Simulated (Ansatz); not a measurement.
# AlH3+ (doublet): from Hartree-Fock to the top rungs at distance Al1–H3 = 1.913 Å, cc-pVDZ

Aim: climb from Hartree-Fock through coupled cluster and multireference methods for AlH3+ (doublet) at one geometry and basis, and see what each rung misses.

Method: cc-pVDZ, core rule «outside noble gas», up to 5 orbitals frozen; program: Ansatz 0.2.0, Gaussian basis.

Plan: UHF; CCSD(T) on ROHF; CCSD(T) on UHF; BCCD(T) on ROHF; CISD; CCSDT(Q) on ROHF; CCSDT(Q) on UHF; CASSCF and MRCISD+Q, 3 electrons in 3 orbitals; CASSCF and NEVPT2, 3 electrons in 3 orbitals; Full CI.

39 further runs of the same task are left out: 20 for a known fault of the program, 14 that didn't finish, 5 set aside as unsound or not needed.

## (1) The system

The geometry derives from a PBE0/def2-TZVP stationary point (not a proven minimum). One bond is set to the value named and the two fragments are kept rigid.

4 atoms, charge 1, spin multiplicity 2.

Atoms are counted from 1 here; the program's logs count them from 0.

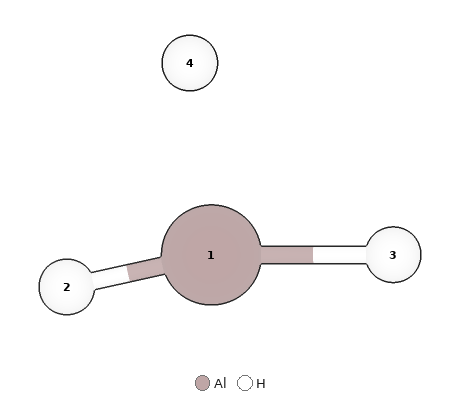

The structure; aluminium light grey, hydrogen white; atoms are numbered from 1 in the order of the file.

In the tables R marks a restricted open-shell determinant and U an unrestricted one; 'pair' is the active space of 3 electrons in 3 orbitals; energies count from the table's Hartree-Fock row.

## (2) UHF

Input file in.yaml:

```yaml
crystal:
  periodic: [false, false, false]
  atoms:
    - {symbol: Al, position_ang: [0.000000, 0.055860, -0.011775]}
    - {symbol: H, position_ang: [0.000000, 0.224902, -1.562973]}
    - {symbol: H, position_ang: [0.000000, 0.263103, 1.889966]}
    - {symbol: H, position_ang: [0.000000, -1.983312, -0.011775]}
basis:
  gaussian: {orbitals: cc-pVDZ}
total_charge: 1
magnetization: {spin_polarized: true, initial_magnetization: 1}
hamiltonian: {xc: hf}
output: {orbitals: {seedname: orbitals}}
```

Launch:

```
> ansatz run in.yaml --threads 1 --pin off --events-out ev --progress --plain --max-ram 2393MiB
```

Log:

```text
Functional definition: HF
  name "HF"
  cite "Fock, Z. Phys. 61, 126 (1930) doi:10.1007/BF01340294"
  parent pbe
  exchange = exact_x
  correlation = 0
308 factors; integrals over basis functions are off by at most 1.6e-3 eV
mean field evaluation 1: about -6618.3521 eV, gradient 6.7e0 eV
mean field evaluation 2: about -6618.3524 eV, gradient 6.7e0 eV
mean field evaluation 4: about -6619.2853 eV, gradient 9.1e-1 eV
mean field evaluation 8: about -6619.3137 eV, gradient 9.8e-3 eV
mean field evaluation 16: about -6619.2953 eV, gradient 4.0e-1 eV
mean field evaluation 32: about -6619.2716 eV, gradient 5.0e-1 eV
mean field -6619.31369415 eV, -243.2552915281 hartree, gradient 2.1e-5 eV, S^2 0.770628; 0 other end points of the search recorded, 0 dependent functions left out
reference -6619.31369415 eV, -243.2552915281 hartree; 8, 7 occupied and 25, 26 virtual orbitals, 308 factors
Total energy: -6619.31369415 eV, -243.2552915281 hartree
```

Run time: 0.21 s. Hardware: 1 thread of Arm Neoverse V1, shared host.

From the report: ⟨S²⟩ of the determinant 0.771 (pure doublet: 0.75).

## (3) CCSD(T) on ROHF

Changes to in.yaml since step 2:

```diff
@@ -10,4 +10,3 @@
 total_charge: 1
-magnetization: {spin_polarized: true, initial_magnetization: 1}
-hamiltonian: {xc: hf}
-output: {orbitals: {seedname: orbitals}}
+magnetization: {spin_polarized: false, initial_magnetization: 1}
+correlation: {method: ccsd_t, electrons: outside_noble_gas}
```

The command is unchanged.

Log, shortened:

```text
Functional definition: HF
  name "HF"
  cite "Fock, Z. Phys. 61, 126 (1930) doi:10.1007/BF01340294"
  parent pbe
[...]
308 factors; integrals over basis functions are off by at most 1.6e-3 eV
[...]
mean field -6619.28060094 eV, -243.2540753750 hartree, gradient 4.1e-6 eV, S^2 0.750000; 0 other end points of the search recorded, 0 dependent functions left out
[...]
5 core orbitals not correlated: weight in the atoms' cores, before any rotation towards them, 1.000 or more for the frozen orbitals, at most 0.000 for the correlated occupied ones
reference -6619.28060094 eV, -243.2540753750 hartree; 3, 2 occupied and 25, 26 virtual orbitals, 308 factors
second order -1.49022664 eV of doubles, -0.01246099 eV of singles
cycle   1  -1.86734464 eV  change   -3.6e-1 eV  update   5.8e-2
[...]
cycle  14  -2.09044052 eV  change   -3.5e-6 eV  update   3.2e-6
perturbative correction -0.03239563 eV, -0.0011905175 hartree
Total energy: -6621.40343709 eV, -243.3320881646 hartree
```

Wall time 0.45 s (1 thread of Arm Neoverse V1, shared host).

From the report: correlation -2.1228 eV; T1 0.031; largest double amplitude 0.10.

## (4) CCSD(T) on UHF

Changes to in.yaml since step 3:

```diff
@@ -10,3 +10,3 @@
 total_charge: 1
-magnetization: {spin_polarized: false, initial_magnetization: 1}
+magnetization: {spin_polarized: true, initial_magnetization: 1}
 correlation: {method: ccsd_t, electrons: outside_noble_gas}
```

Launched as before.

Log, shortened:

```text
Functional definition: HF
  name "HF"
  cite "Fock, Z. Phys. 61, 126 (1930) doi:10.1007/BF01340294"
  parent pbe
[...]
308 factors; integrals over basis functions are off by at most 1.6e-3 eV
[...]
mean field -6619.31369415 eV, -243.2552915281 hartree, gradient 7.5e-6 eV, S^2 0.770628; 3 other end points of the search recorded, 0 dependent functions left out
determinant -6619.31369415 eV, -243.2552915281 hartree, with singles and doubles -6621.39362829 eV, -243.3317276980 hartree
determinant -6616.76570909 eV, -243.1616548043 hartree, with singles and doubles -6618.99203233 eV, -243.2434706742 hartree
5 core orbitals not correlated: weight in the atoms' cores, before any rotation towards them, 1.000 or more for the frozen orbitals, at most 0.000 for the correlated occupied ones
reference -6619.31369415 eV, -243.2552915281 hartree; 3, 2 occupied and 25, 26 virtual orbitals, 308 factors
second order -1.47034665 eV of doubles, -0.00000000 eV of singles
cycle   1  -2.04772714 eV  change   -9.1e-2 eV  update   1.8e-2
[...]
cycle  12  -2.05875075 eV  change   -3.7e-7 eV  update   2.9e-6
perturbative correction -0.03151437 eV, -0.0011581318 hartree
Total energy: -6621.40395927 eV, -243.3321073544 hartree
```

Wall time 0.6 s (1 thread of Arm Neoverse V1, shared host).

From the report: ⟨S²⟩ of the determinant 0.771 (pure doublet: 0.75); correlation -2.0903 eV; T1 0.025; largest double amplitude 0.10.

## (5) BCCD(T) on ROHF

Changes to in.yaml since step 4:

```diff
@@ -10,3 +10,3 @@
 total_charge: 1
-magnetization: {spin_polarized: true, initial_magnetization: 1}
-correlation: {method: ccsd_t, electrons: outside_noble_gas}
+magnetization: {spin_polarized: false, initial_magnetization: 1}
+correlation: {method: bccd_t, electrons: outside_noble_gas}
```

The command is unchanged.

Log, shortened:

```text
Functional definition: HF
  name "HF"
  cite "Fock, Z. Phys. 61, 126 (1930) doi:10.1007/BF01340294"
  parent pbe
[...]
308 factors; integrals over basis functions are off by at most 1.6e-3 eV
[...]
mean field -6619.28060094 eV, -243.2540753750 hartree, gradient 4.1e-6 eV, S^2 0.750000; 0 other end points of the search recorded, 0 dependent functions left out
[...]
5 core orbitals not correlated: weight in the atoms' cores, before any rotation towards them, 1.000 or more for the frozen orbitals, at most 0.000 for the correlated occupied ones
reference -6619.28060094 eV, -243.2540753750 hartree; 3, 2 occupied and 25, 26 virtual orbitals, 308 factors
second order -1.49022664 eV of doubles, -0.01246099 eV of singles
cycle   1  -1.87846277 eV  change   -3.8e-1 eV  update   5.8e-2
[...]
cycle  14  -2.09134668 eV  change   -3.6e-6 eV  update   3.2e-6
perturbative correction -0.03291752 eV, -0.0012096965 hartree
Total energy: -6621.40486514 eV, -243.3321406443 hartree
```

Wall time 0.6 s (1 thread of Arm Neoverse V1, shared host).

From the report: correlation -2.1243 eV; largest double amplitude 0.10.

## (6) CISD

Changes to in.yaml since step 5:

```diff
@@ -11,2 +11,2 @@
 magnetization: {spin_polarized: false, initial_magnetization: 1}
-correlation: {method: bccd_t, electrons: outside_noble_gas}
+correlation: {active_space: {ras: {orbitals: [2, 1, 25], electrons: 5, max_holes: 2, max_particles: 2}, fixed_orbitals: true}}
```

The command is unchanged.

Log:

```text
Functional definition: HF
  name "HF"
  cite "Fock, Z. Phys. 61, 126 (1930) doi:10.1007/BF01340294"
  parent pbe
  exchange = exact_x
  correlation = 0
308 factors; integrals over basis functions are off by at most 1.6e-3 eV
mean field evaluation 1: about -6618.2991 eV, gradient 7.6e0 eV
mean field evaluation 2: about -6618.2994 eV, gradient 7.6e0 eV
mean field evaluation 4: about -6619.2709 eV, gradient 1.1e0 eV
mean field evaluation 8: about -6619.2806 eV, gradient 4.9e-3 eV
mean field -6619.28060094 eV, -243.2540753750 hartree, gradient 4.1e-6 eV, S^2 0.750000; 0 other end points of the search recorded, 0 dependent functions left out
reference -6619.28060094 eV, -243.2540753750 hartree; 8, 7 occupied and 25, 26 virtual orbitals, 308 factors
state -6621.31853968 eV, -243.3289682425 hartree
Total energy: -6621.31853968 eV, -243.3289682425 hartree
```

It took 0.39 s on 1 thread of Arm Neoverse V1, shared host.

From the report: 4,222 determinants.

## (7) CCSDT(Q) on ROHF

Changes to in.yaml since step 6:

```diff
@@ -11,2 +11,2 @@
 magnetization: {spin_polarized: false, initial_magnetization: 1}
-correlation: {active_space: {ras: {orbitals: [2, 1, 25], electrons: 5, max_holes: 2, max_particles: 2}, fixed_orbitals: true}}
+correlation: {method: ccsdt_q, electrons: outside_noble_gas}
```

The command is unchanged.

Log, shortened:

```text
Functional definition: HF
  name "HF"
  cite "Fock, Z. Phys. 61, 126 (1930) doi:10.1007/BF01340294"
  parent pbe
[...]
601 factors; integrals over basis functions are off by at most 2.4e-7 eV
[...]
mean field -6619.28061475 eV, -243.2540758827 hartree, gradient 4.2e-6 eV, S^2 0.750000; 0 other end points of the search recorded, 0 dependent functions left out
[...]
5 core orbitals not correlated: weight in the atoms' cores, before any rotation towards them, 1.000 or more for the frozen orbitals, at most 0.000 for the correlated occupied ones
reference -6619.28061475 eV, -243.2540758827 hartree; 3, 2 occupied and 25, 26 virtual orbitals, 601 factors
second order -1.49027449 eV of doubles, -0.01246105 eV of singles
cycle   1  -1.86735733 eV  change   -3.6e-1 eV  update   6.0e-2
[...]
cycle  20  -2.13909806 eV  change    7.3e-8 eV  update   3.6e-7
perturbative correction -0.00114133 eV, -0.0000419432 hartree
Total energy: -6621.42085415 eV, -243.3327282299 hartree
```

Wall time 3.7 s (1 thread of Arm Neoverse V1, shared host).

From the report: correlation -2.1402 eV; T1 0.034; largest double amplitude 0.10.

## (8) CCSDT(Q) on UHF

Changes to in.yaml since step 7:

```diff
@@ -10,3 +10,3 @@
 total_charge: 1
-magnetization: {spin_polarized: false, initial_magnetization: 1}
+magnetization: {spin_polarized: true, initial_magnetization: 1}
 correlation: {method: ccsdt_q, electrons: outside_noble_gas}
```

Launched as before.

Log, shortened:

```text
Functional definition: HF
  name "HF"
  cite "Fock, Z. Phys. 61, 126 (1930) doi:10.1007/BF01340294"
  parent pbe
[...]
601 factors; integrals over basis functions are off by at most 2.4e-7 eV
[...]
mean field -6619.31370786 eV, -243.2552920318 hartree, gradient 7.9e-6 eV, S^2 0.770629; 3 other end points of the search recorded, 0 dependent functions left out
determinant -6619.31370786 eV, -243.2552920318 hartree, with singles and doubles -6621.39366452 eV, -243.3317290293 hartree
determinant -6616.76573370 eV, -243.1616557087 hartree, with singles and doubles -6618.99207450 eV, -243.2434722238 hartree
5 core orbitals not correlated: weight in the atoms' cores, before any rotation towards them, 1.000 or more for the frozen orbitals, at most 0.000 for the correlated occupied ones
reference -6619.31370786 eV, -243.2552920318 hartree; 3, 2 occupied and 25, 26 virtual orbitals, 601 factors
second order -1.47039354 eV of doubles, -0.00000000 eV of singles
cycle   1  -1.83140215 eV  change   -3.6e-1 eV  update   5.9e-2
[...]
cycle  19  -2.10608164 eV  change    2.7e-7 eV  update   2.1e-7
perturbative correction -0.00111190 eV, -0.0000408614 hartree
Total energy: -6621.42090139 eV, -243.3327299659 hartree
```

Run time: 3.7 s. Hardware: 1 thread of Arm Neoverse V1, shared host.

From the report: ⟨S²⟩ of the determinant 0.771 (pure doublet: 0.75); correlation -2.1072 eV; T1 0.027; largest double amplitude 0.11.

## (9) CASSCF and MRCISD+Q, 3 electrons in 3 orbitals

Changes to in.yaml since step 8:

```diff
@@ -10,3 +10,3 @@
 total_charge: 1
-magnetization: {spin_polarized: true, initial_magnetization: 1}
-correlation: {method: ccsdt_q, electrons: outside_noble_gas}
+magnetization: {spin_polarized: false, initial_magnetization: 1}
+correlation: {method: fic_mrcisd_q, electrons: outside_noble_gas, active_space: {window: {electrons: 3, orbitals: 3}}}
```

The command is unchanged.

Log, shortened:

```text
Functional definition: HF
  name "HF"
  cite "Fock, Z. Phys. 61, 126 (1930) doi:10.1007/BF01340294"
  parent pbe
[...]
308 factors; integrals over basis functions are off by at most 1.6e-3 eV
[...]
mean field -6619.28060094 eV, -243.2540753750 hartree, gradient 4.1e-6 eV, S^2 0.750000; 0 other end points of the search recorded, 0 dependent functions left out
reference -6619.28060094 eV, -243.2540753750 hartree; 8, 7 occupied and 25, 26 virtual orbitals, 308 factors
state -6619.92057624 eV, -243.2775940333 hartree
contracted CI cycle   1: correlation 0.00000000 eV, 0.0000000000 hartree, residual 8.25e0 eV
contracted CI cycle   2: correlation -1.35793740 eV, -0.0499032790 hartree, residual 1.68e0 eV
contracted CI cycle   3: correlation -1.42507286 eV, -0.0523704617 hartree, residual 6.33e-1 eV
contracted CI cycle   4: correlation -1.43673305 eV, -0.0527989656 hartree, residual 2.83e-1 eV
contracted CI cycle   5: correlation -1.43939684 eV, -0.0528968583 hartree, residual 1.17e-1 eV
contracted CI cycle   6: correlation -1.43980159 eV, -0.0529117325 hartree, residual 4.88e-2 eV
contracted CI cycle   7: correlation -1.43986449 eV, -0.0529140442 hartree, residual 1.94e-2 eV
contracted CI cycle   8: correlation -1.43987399 eV, -0.0529143932 hartree, residual 8.92e-3 eV
contracted CI cycle   9: correlation -1.43987608 eV, -0.0529144701 hartree, residual 3.81e-3 eV
contracted CI cycle  10: correlation -1.43987645 eV, -0.0529144836 hartree, residual 1.45e-3 eV
contracted CI cycle  11: correlation -1.43987650 eV, -0.0529144853 hartree, residual 4.37e-4 eV
state -6619.92057624 eV, -243.2775940333 hartree; corrected -6621.42526392 eV, -243.3328902859 hartree
Total energy: -6621.42526392 eV, -243.3328902859 hartree
```

Run time: 0.57 s. Hardware: 1 thread of Arm Neoverse V1, shared host.

From the report: 9 determinants; active occupations 1.94, 1.00, 0.06.

## (10) CASSCF and NEVPT2, 3 electrons in 3 orbitals

Changes to in.yaml since step 9:

```diff
@@ -11,2 +11,2 @@
 magnetization: {spin_polarized: false, initial_magnetization: 1}
-correlation: {method: fic_mrcisd_q, electrons: outside_noble_gas, active_space: {window: {electrons: 3, orbitals: 3}}}
+correlation: {method: sc_nevpt2, electrons: outside_noble_gas, active_space: {window: {electrons: 3, orbitals: 3}}}
```

The command is unchanged.

Log:

```text
Functional definition: HF
  name "HF"
  cite "Fock, Z. Phys. 61, 126 (1930) doi:10.1007/BF01340294"
  parent pbe
  exchange = exact_x
  correlation = 0
308 factors; integrals over basis functions are off by at most 1.6e-3 eV
mean field evaluation 1: about -6618.2991 eV, gradient 7.6e0 eV
mean field evaluation 2: about -6618.2994 eV, gradient 7.6e0 eV
mean field evaluation 4: about -6619.2709 eV, gradient 1.1e0 eV
mean field evaluation 8: about -6619.2806 eV, gradient 4.9e-3 eV
mean field -6619.28060094 eV, -243.2540753750 hartree, gradient 4.1e-6 eV, S^2 0.750000; 0 other end points of the search recorded, 0 dependent functions left out
reference -6619.28060094 eV, -243.2540753750 hartree; 8, 7 occupied and 25, 26 virtual orbitals, 308 factors
state -6619.92057624 eV, -243.2775940333 hartree
state -6619.92057624 eV, -243.2775940333 hartree; corrected -6620.92643730 eV, -243.3145587457 hartree
Total energy: -6620.92643730 eV, -243.3145587457 hartree
```

Run time: 0.43 s. Hardware: 1 thread of Arm Neoverse V1, shared host.

From the report: 9 determinants; active occupations 1.94, 1.00, 0.06.

## (11) Full CI

Changes to in.yaml since step 10:

```diff
@@ -11,2 +11,2 @@
 magnetization: {spin_polarized: false, initial_magnetization: 1}
-correlation: {method: sc_nevpt2, electrons: outside_noble_gas, active_space: {window: {electrons: 3, orbitals: 3}}}
+correlation: {method: fci, electrons: outside_noble_gas}
```

Launched as before.

Log:

```text
Functional definition: HF
  name "HF"
  cite "Fock, Z. Phys. 61, 126 (1930) doi:10.1007/BF01340294"
  parent pbe
  exchange = exact_x
  correlation = 0
601 factors; integrals over basis functions are off by at most 2.4e-7 eV
mean field evaluation 1: about -6618.2991 eV, gradient 7.6e0 eV
mean field evaluation 2: about -6618.2994 eV, gradient 7.6e0 eV
mean field evaluation 4: about -6619.2710 eV, gradient 1.1e0 eV
mean field evaluation 8: about -6619.2806 eV, gradient 4.9e-3 eV
mean field -6619.28061475 eV, -243.2540758827 hartree, gradient 4.2e-6 eV, S^2 0.750000; 0 other end points of the search recorded, 0 dependent functions left out
mean field evaluation 16: about -6619.3103 eV, gradient 2.8e-1 eV
5 core orbitals not correlated: weight in the atoms' cores, before any rotation towards them, 1.000 or more for the frozen orbitals, at most 0.000 for the correlated occupied ones
reference -6619.28061475 eV, -243.2540758827 hartree; 3, 2 occupied and 25, 26 virtual orbitals, 601 factors
state -6621.42145962 eV, -243.3327504803 hartree
Total energy: -6621.42145962 eV, -243.3327504803 hartree
```

It took 3.7 s on 1 thread of Arm Neoverse V1, shared host.

From the report: 630,336 determinants, symmetry A'.

## (12) How many determinants matter

Natural occupations of the FCI state about the gap (report; correlated orbitals 1 to 10): 1.949, 1.910, 1.002, 0.066, 0.019, 0.013, 0.011, 0.007, 0.007, 0.005. The count of effectively unpaired electrons, Σ n²(2 − n)², is 1.06; a single determinant of this spin has 1.

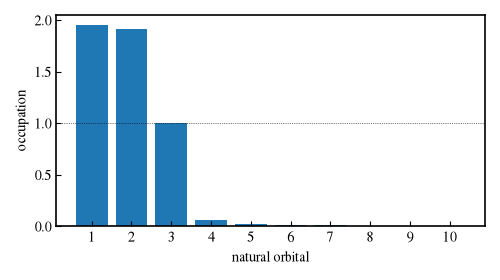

Natural occupations of the FCI state.

## (13) Misses and costs

The yardstick is full CI for this spin, exact in this basis with these frozen cores. Rows without a time come out of other runs: HF, MP2 and CCSD of CCSD(T), CCSDT of CCSDT(Q), CASSCF and MRCISD of the multireference runs.

Differences are taken before rounding.

```tsv
method	energy from the lowest RHF (meV)	from FCI (meV)	time
RHF	0.0	+2140.9	
UHF	-33.1	+2107.8	
RMP2	-1502.7	+638.2	
UMP2	-1503.4	+637.4	
CISD	-2037.9	+102.9	0.39 s
RCCSD	-2090.4	+50.4	
UCCSD	-2091.8	+49.0	
RCCSD(T)	-2122.8	+18.0	0.45 s
UCCSD(T)	-2123.4	+17.5	0.6 s
BCCD(T)	-2124.3	+16.6	0.6 s
RCCSDT	-2139.1	+1.7	
UCCSDT	-2139.2	+1.7	
RCCSDT(Q)	-2140.3	+0.6	3.7 s
UCCSDT(Q)	-2140.3	+0.6	3.7 s
CASSCF pair	-640.0	+1500.9	
NEVPT2 pair	-1645.8	+495.0	0.43 s
MRCISD pair	-2079.9	+61.0	
MRCISD+Q pair	-2144.7	-3.8	0.57 s
FCI	-2140.9	0	3.7 s
```

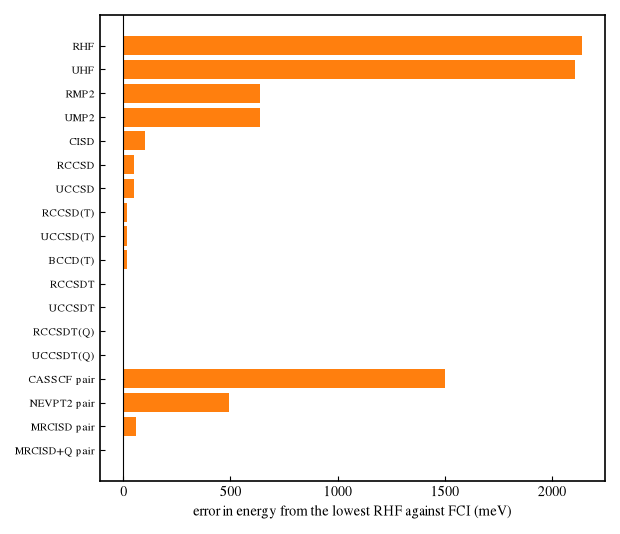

Error of each method against FCI.

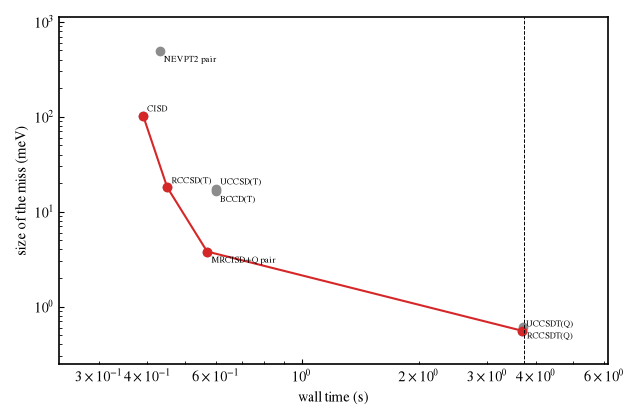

Accuracy for the time spent; red marks the levels that beat every quicker one drawn (of those quicker than the yardstick), and the dashed line is the time of FCI. Times are from a shared host. Runs this short are mostly start-up, so their order is noise.

## (14) Outcome

```
                         quantity                                                                             value
         FCI below the RHF energy                                                                        -2.1409 eV
                    RMP2 from FCI                                                                        +638.2 meV
                    UMP2 from FCI                                                                        +637.4 meV
                   RCCSD from FCI                                                                         +50.4 meV
                RCCSD(T) from FCI                                                                         +18.0 meV
                UCCSD(T) from FCI                                                                         +17.5 meV
               RCCSDT(Q) from FCI                                                                          +0.6 meV
               UCCSDT(Q) from FCI                                                                          +0.6 meV
             NEVPT2 pair from FCI                                                                        +495.0 meV
           MRCISD+Q pair from FCI                                                                          -3.8 meV
levels within 1 kcal/mol (43 meV)  RCCSD(T), UCCSD(T), BCCD(T), RCCSDT, UCCSDT, RCCSDT(Q), UCCSDT(Q), MRCISD+Q pair
                    T1 diagnostic                                                                             0.031
   effectively unpaired electrons                                                                              1.06
```

In words: RCCSD(T) misses by +18.0 meV, 0.8 % of the correlation energy. MRCISD+Q pair falls below full CI: the +Q correction isn't variational, and the cores differ from full CI's. One determinant dominates. Of the multireference levels listed MRCISD+Q pair comes nearest in total energy (-3.8 meV), which doesn't show that its space is the better one. These misses are within one basis, not against nature; the frozen cores of restricted and unrestricted runs differ, which can shift their rows.
